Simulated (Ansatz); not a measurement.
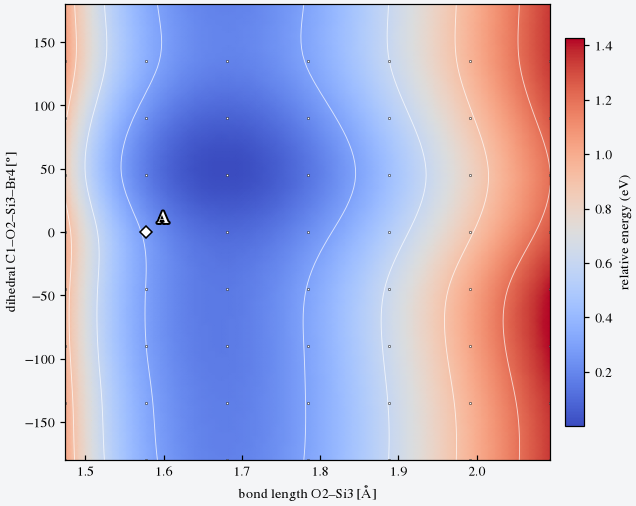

CH4BrOSi, SMILES CO[SiH]Br, spin multiplicity 2. The first coordinate is: bond length O2–Si3; the second: dihedral C1–O2–Si3–Br4. Nothing is relaxed (all other coordinates rigid). The scan uses a 7 × 8 grid. Points are written as (first, second). All energies are given in eV relative to the relaxed molecule at the same level. All numbers below come from UKS PBE-D4/def2-SVP in Ansatz.

The picture shows a smooth colour map with a few white contour lines, dots at the grid points, the point A. Between grid points the surface is interpolated.

Question: Is A at rest? If not, where is it pushed?

Answer: A, at (1.578 Å, 0°), is not a stationary point. The computed force is 3.8 eV for each Å towards larger values of bond length O2–Si3 and 0.002 eV for each degree towards larger values of dihedral C1–O2–Si3–Br4.
